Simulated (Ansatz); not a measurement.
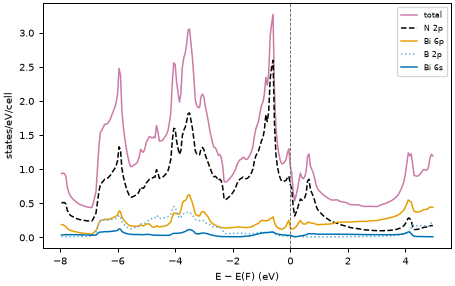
Fig. 1. Total and projected density of states of BiBN2 in space group P3m1 (No. 156; Bi on 1b, N on 1b, B on 1c, N on 1c), plane-wave PAW r²SCAN (Ansatz code)

Q: Which orbitals carry the states next to the Fermi level?

A: Within 0.5 eV of the Fermi level: N 2p 70 %, Bi 6p 17 %. Projections are on Löwdin-orthogonalised atomic valence shells; empty p or d shells of many metals are not among them.

Q: Where is the tallest occupied peak in this window, and what makes it?

A: Near -0.6 eV, about 3.3 states/eV per cell; the largest projected share is N 2p.

The start of the workflow was typed in or built on a structure type; neither database checked (COD, Materials Project) lists it. Its standing as an ambient phase is unchecked. The cell was relaxed with r²SCAN under the symmetry of its start; its stability against distortions is not shown here. The volume moved by 16 % from the start of the relaxation. Its formation energy is positive at this level, so the cell may be metastable or incomplete. Spin–orbit coupling is left out wherever it is not named.

Potentials: the earlier of the program's two PAW sets.
